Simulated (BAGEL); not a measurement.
# SiH3Cl (SMILES [SiH3]Cl), step by step

We compute a single-point energy (HF/cc-pVDZ), then a single-point energy (NEVPT2(2,2)/cc-pVDZ), then the energy (CASPT2(2,2)/cc-pVDZ) of SiH3Cl. 

Program for the calculation: BAGEL 1.2.2.

## 1. The system as given

SiH3Cl has 5 atoms, charge 0, and is taken as a singlet. SMILES: `[SiH3]Cl`. The Si1–H5 distance was set to 2.813 Å, away from the relaxed value. At this shape a bond of the SMILES string is far longer than usual.

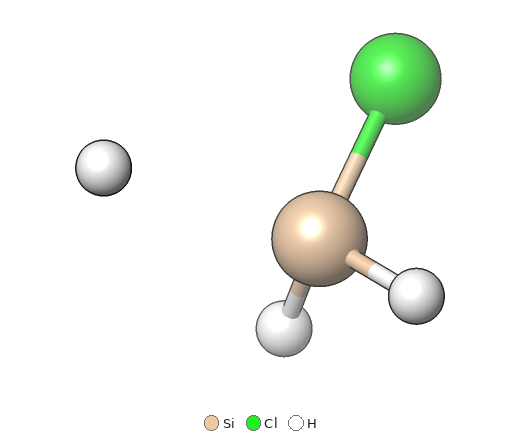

Viewed from a chosen angle; silicon light orange, chlorine green, hydrogen white.

## 2. A single-point energy at HF/cc-pVDZ (density fitting with svp-jkfit) (run 1)

input.json reads:

```json
{ "bagel": [

{
  "title": "molecule",
  "basis": "cc-pvdz.json",
  "df_basis": "svp-jkfit",
  "geometry": [
    { "atom": "Si", "xyz": [ -0.07762995, -2.47650876,  0.06712307 ] },
    { "atom": "Cl", "xyz": [  3.60790291, -3.48203203,  0.74893626 ] },
    { "atom": "H", "xyz": [ -1.66292120, -3.43441094,  2.16471907 ] },
    { "atom": "H", "xyz": [ -0.87641718, -3.61847026, -2.35928527 ] },
    { "atom": "H", "xyz": [ -0.36055974,  2.82589645, -0.19785433 ] }
  ]
},
{
  "title": "hf"
},
{
  "title": "print",
  "file": "orbitals.molden",
  "orbitals": true
}

]}
```

The basis set cc-pVDZ is read from a file made from the Basis Set Exchange's data (not shown).

Launch:

```
$ BAGEL_NUM_THREADS=1 BAGEL input.json > input.out
```

Standard output:

```text
* using 1 threads per process

  ===============================================================
  ===============================================================

  *** Geometry ***

  { "atom" : "Si", "xyz" : [     -0.077630,     -2.476509,      0.067123 ] },
  { "atom" : "Cl", "xyz" : [      3.607903,     -3.482032,      0.748936 ] },
  { "atom" : "H", "xyz" : [     -1.662921,     -3.434411,      2.164719 ] },
  { "atom" : "H", "xyz" : [     -0.876417,     -3.618470,     -2.359285 ] },
  { "atom" : "H", "xyz" : [     -0.360560,      2.825896,     -0.197854 ] },

  Number of auxiliary basis functions:      310

  Since a DF basis is specified, we compute 2- and 3-index integrals:
    o Being stored without compression. Storage requirement is 0.006 GB

  Number of basis functions:       51
  Number of electrons      :       34

    * METHOD: MOLECULE                             0.06

  *** RHF ***

  === Nuclear Repulsion ===
    82.9736887018

      * DIIS with orbital gradients will be used.

  === RHF iteration (cc-pvdz.json) ===
      0       -750.02754859          0.00746619           0.02
      1       -750.06030988          0.00268430           0.01
      2       -750.06370145          0.00083999           0.01
      3       -750.06415249          0.00013726           0.01
      4       -750.06416218          0.00005564           0.01
      5       -750.06416405          0.00001296           0.01
      6       -750.06416418          0.00000343           0.01
      7       -750.06416419          0.00000050           0.01
      8       -750.06416419          0.00000013           0.01
      9       -750.06416419          0.00000003           0.01
     10       -750.06416419          0.00000001           0.01
    * SCF iteration converged.

    * Permanent dipole moment:
           (    0.447525,     0.866434,     0.042630) a.u.

    * METHOD: HF                                   0.22

    * METHOD: PRINT                                0.00

  ===============================================================
```

Wall time 0.52 s (1 thread of Arm Neoverse V2, shared host); peak memory 0.14 GiB.

## 3. The energy at NEVPT2(2,2)/cc-pVDZ (density fitting with svp-jkfit) (run 2)

Edit input.json of step 2 so:

```diff
@@ -18,2 +18,12 @@
 {
+  "title": "nevpt2",
+  "nstate": 1,
+  "nact": 2,
+  "nclosed": 16,
+  "active": [17, 18],
+  "maxiter": 200,
+  "natocc": true,
+  "ncore": 10
+},
+{
   "title": "print",
```

The basis set cc-pVDZ is read from a file made from the Basis Set Exchange's data (not shown).

Launch:

```
$ BAGEL_NUM_THREADS=1 BAGEL input.json > input.out
```

Standard output:

```text
* using 1 threads per process

  ===============================================================
  ===============================================================

  *** Geometry ***

[... 29 lines left out ...]
    * SCF iteration converged.
[... 1 line left out ...]
    * Permanent dipole moment:
[... 28 lines left out ...]
    * Second-order optimization converged. *
[... 9 lines left out ...]
     * ci vector, state   0, <S^2> = 0.0000
       2.     0.9133904363
       .2    -0.4070846484

  === DF-NEVPT2 calculation ===

    * 3-index integral transformation done
    * assembly done

      NEVPT2 correlation energy:   -0.2194555431      0.02

          (+0)     -0.1929583188
          (+0)'    -0.0036471254
          (+1)     -0.0071984513
          (+1)'    -0.0000000000
          (+2)     -0.0001739238
          (-1)     -0.0139284544
          (-1)'     0.0000000000
          (-2)     -0.0015492695

      NEVPT2 total energy:       -750.3443799886

    * METHOD: NEVPT2                               0.87

    * METHOD: PRINT                                0.00

  ===============================================================
```

Run time: 1.4 s. Hardware: 1 thread of Arm Neoverse V2, shared host; peak memory 0.14 GiB.

## 4. The energy at CASPT2(2,2)/cc-pVDZ (density fitting with svp-jkfit) (run 3)

Edit input.json of step 3 so:

```diff
@@ -6,2 +6,3 @@
   "df_basis": "svp-jkfit",
+  "angstrom": false,
   "geometry": [
@@ -18,3 +19,3 @@
 {
-  "title": "nevpt2",
+  "title": "casscf",
   "nstate": 1,
@@ -24,4 +25,3 @@
   "maxiter": 200,
-  "natocc": true,
-  "ncore": 10
+  "natocc": true
 },
@@ -31,2 +31,12 @@
   "orbitals": true
+},
+{
+  "title": "smith",
+  "method": "caspt2",
+  "ms": true,
+  "xms": true,
+  "sssr": true,
+  "shift": 0.2,
+  "shift_imag": true,
+  "ncore": 10
 }
```

The basis set cc-pVDZ is read from a file made from the Basis Set Exchange's data (not shown).

Launch:

```
$ BAGEL_NUM_THREADS=1 BAGEL input.json > input.out
```

Standard output:

```text
* using 1 threads per process

  ===============================================================
  ===============================================================

  *** Geometry ***

[... 31 lines left out ...]
    * Permanent dipole moment:
[... 37 lines left out ...]
     * ci vector, state   0, <S^2> = 0.0000
[... 21 lines left out ...]
       #      aibj      arbs      arbi      airj      risj      airs      arst      rist         Etot      error   time
[... 8 lines left out ...]
      ------------------------------------------------------------------------------------------------------------------

    * CASPT2 energy : state  0     -750.3473880815
        w/o shift correction       -750.3457217724
        reference weight              0.9168861048

    * METHOD: SMITH                                0.10

  ===============================================================
```

Run time: 1.4 s. Hardware: 1 thread of Arm Neoverse V2, shared host; peak memory 0.14 GiB.

## 5. Outcome

```
                                quantity          value
         run 1, HF/cc-pVDZ: total energy  -750.06416 Eh
        run 1, HF/cc-pVDZ: dipole moment         2.48 D
          run 1, HF/cc-pVDZ: HOMO energy       -9.03 eV
          run 1, HF/cc-pVDZ: LUMO energy       -0.20 eV
        run 1, HF/cc-pVDZ: HOMO–LUMO gap        8.84 eV
run 2, NEVPT2(2,2)/cc-pVDZ: total energy  -750.34438 Eh
run 3, CASPT2(2,2)/cc-pVDZ: total energy  -750.34739 Eh
```

One bond (run 1, HF/cc-pVDZ) is far stretched, which a spin-restricted single reference describes badly; a broken-symmetry solution may lie lower.
